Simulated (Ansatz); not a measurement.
Run report: CH₉FN₂Si₂, phonon calculation

System: CH₉FN₂Si₂.
Method: RKS PBE/6-31G* (Ansatz 0.2.0).

It belongs to a series of runs on one base structure; here: vibrations at the highest image of the band.

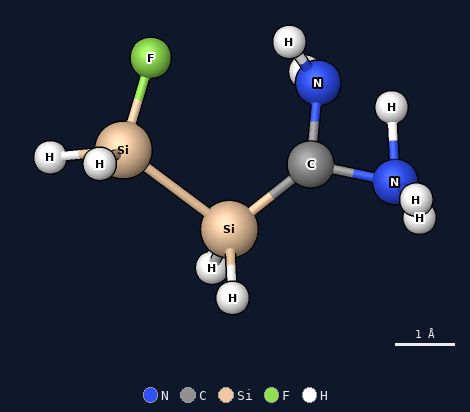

The structure as given in the input (ball-and-stick view, seen at a tilt).

## Input
```yaml
crystal:
  periodic: [false, false, false]
  atoms:
    - { symbol: "N", position_ang: [1.427483, -0.078353, 0.859286] }
    - { symbol: C, position_ang: [0.61677, -0.436583, -0.334789] }
    - { symbol: "N", position_ang: [1.70354, -1.115725, -1.084849] }
    - { symbol: Si, position_ang: [-0.823764, 0.462202, -0.956631] }
    - { symbol: Si, position_ang: [-2.119861, 0.666677, 0.997272] }
    - { symbol: F, position_ang: [-1.115689, 0.532757, 2.305265] }
    - { symbol: H, position_ang: [1.030027, -0.385045, 1.758617] }
    - { symbol: H, position_ang: [1.718532, 0.909274, 0.973528] }
    - { symbol: H, position_ang: [2.232891, -0.833868, 0.08875] }
    - { symbol: H, position_ang: [2.13122, -0.63312, -1.896851] }
    - { symbol: H, position_ang: [1.519081, -2.093356, -1.356799] }
    - { symbol: H, position_ang: [-0.749653, 1.822455, -1.667777] }
    - { symbol: H, position_ang: [-1.588761, -0.391512, -1.94159] }
    - { symbol: H, position_ang: [-3.134246, -0.441786, 1.111746] }
    - { symbol: H, position_ang: [-2.869472, 1.965184, 1.174222] }
basis:
  gaussian: { orbitals: "6-31G*" }
hamiltonian:
  xc: pbe
phonons: {}
```

Launch command:
```bash
ansatz run input.yaml --threads 2 --pin off --max-ram 3072MiB --backend cpu --events-out ev --progress --plain --runs-dir out
```

## Log
```
Engine: ansatz 0.2.0, x86_64-unknown-linux-gnu
Functional definition: PBE
  parameter kappa = 0.804
  parameter beta = 0.06672455060314922
  exchange = pbe_x(kappa = kappa, mu = beta*pi^2/3)
  correlation = pbe_c(beta = beta)
1467 factors; their error is unknown
mean field evaluation 1: about -22606.3120 eV, gradient 7.0e1 eV
mean field evaluation 2: about -22550.8090 eV, gradient 1.4e2 eV
mean field evaluation 4: about -22616.6436 eV, gradient 8.4e0 eV
mean field evaluation 8: about -22616.8343 eV, gradient 1.7e-1 eV
mean field evaluation 16: about -22616.7073 eV, gradient 4.4e-3 eV
mean field -22616.70725742 eV, -831.1486615552 hartree, gradient 4.1e-5 eV, S^2 0.000000; 0 other end points of the search recorded, 0 dependent functions left out
the calculation of the forces begins
reference -22616.70729794 eV, -831.1486630443 hartree; 33, 33 occupied and 83, 83 virtual orbitals, 1467 factors
these checks for a lower state are left out or cut short: stability, starts, cluster_reference, orbital_swaps, neighbouring_geometries, increment
1467 factors; their error is unknown
mean field -22616.70717893 eV, -831.1486586710 hartree, gradient 1.0e-6 eV, S^2 0.000000; 0 other end points of the search recorded, 0 dependent functions left out
[... from here on the field's lines of each further geometry are left out, up to the last ...]
the calculation of the forces begins
reference -22616.70729240 eV, -831.1486628407 hartree; 33, 33 occupied and 83, 83 virtual orbitals, 1467 factors
these checks for a lower state are left out or cut short: stability, starts, cluster_reference, orbital_swaps, neighbouring_geometries, increment
1467 factors; their error is unknown
mean field -22616.70724920 eV, -831.1486612533 hartree, gradient 2.5e-6 eV, S^2 0.000000; 0 other end points of the search recorded, 0 dependent functions left out
the calculation of the forces begins
reference -22616.70728972 eV, -831.1486627425 hartree; 33, 33 occupied and 83, 83 virtual orbitals, 1467 factors
WARN: phonons: modes at or below zero, which the zero-point energy, F, S and C_V leave out: 1, the lowest at -1369.78 cm⁻¹. A minimum has none, and a first-order saddle one
Total energy: -22616.70729794 eV, -831.1486630443 hartree
Atom 0 at     1.427483    -0.078353     0.859286 Å, force     0.000134     0.003035     0.000245 eV/Å
Atom 1 at     0.616770    -0.436583    -0.334789 Å, force     0.001487     0.002548    -0.004767 eV/Å
Atom 2 at     1.703540    -1.115725    -1.084849 Å, force    -0.002135     0.000533     0.002909 eV/Å
Atom 3 at    -0.823764     0.462202    -0.956631 Å, force     0.001642     0.001195     0.002601 eV/Å
Atom 4 at    -2.119861     0.666677     0.997272 Å, force    -0.001292    -0.000797    -0.002539 eV/Å
Atom 5 at    -1.115689     0.532757     2.305265 Å, force     0.001846     0.000163     0.001971 eV/Å
Atom 6 at     1.030027    -0.385045     1.758617 Å, force    -0.000130     0.000046    -0.000214 eV/Å
Atom 7 at     1.718532     0.909274     0.973528 Å, force     0.000173     0.000090    -0.000534 eV/Å
Atom 8 at     2.232891    -0.833868     0.088750 Å, force    -0.001665    -0.003842    -0.000402 eV/Å
Atom 9 at     2.131220    -0.633120    -1.896851 Å, force    -0.000101    -0.000827    -0.000542 eV/Å
Atom 10 at     1.519081    -2.093356    -1.356799 Å, force     0.000183    -0.000799     0.000921 eV/Å
Atom 11 at    -0.749653     1.822455    -1.667777 Å, force    -0.000015    -0.000070     0.000786 eV/Å
Atom 12 at    -1.588761    -0.391512    -1.941590 Å, force     0.000332     0.000054    -0.000450 eV/Å
Atom 13 at    -3.134246    -0.441786     1.111746 Å, force     0.001142    -0.001177    -0.000523 eV/Å
Atom 14 at    -2.869472     1.965184     1.174222 Å, force    -0.001602    -0.000151     0.000538 eV/Å
Dipole moment:     0.816820    -0.233813    -0.169092 e Å
Vibrations: -1369.78 44.74 57.84 104.76 137.40 182.13 266.59 355.05 408.79 416.03 477.23 561.72 628.77 692.15 715.42 752.93 799.20 815.48 879.70 900.07 925.70 946.95 996.46 1076.24 1092.85 1107.38 1117.76 1479.43 1616.70 1632.77 1851.84 1962.16 2117.01 2135.74 2155.07 3223.68 3242.30 3334.68 3378.75 cm⁻¹, zero-point energy 2.764194 eV
```

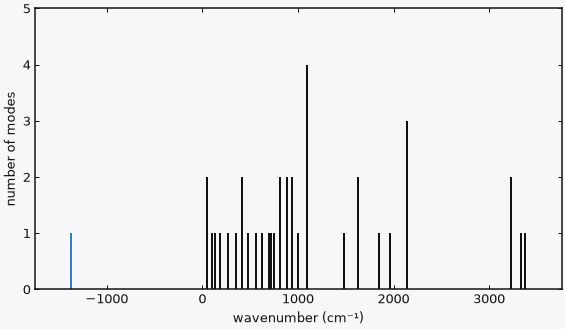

Harmonic vibrational wavenumbers from the force constants; neighbouring modes closer than 22 cm⁻¹ are counted in one stick, and imaginary ones are drawn at negative wavenumbers. 39 modes from 1370i to 3379 cm⁻¹, 1 imaginary beyond 8i (1370i cm⁻¹): a first-order saddle point, if the geometry is stationary.

## Key numbers

- outcome: converged
- total energy: −22616.7073 eV
- mean-field energy: −22616.7073 eV
- largest force (length of the vector): 0.006 eV/Å
- hardware: 2 threads of Intel Xeon (Sapphire Rapids), 16 GiB of memory available, shared host
- wall time: 1.9 min (CPU time 3.6 min)
- peak memory: 0.19 GiB
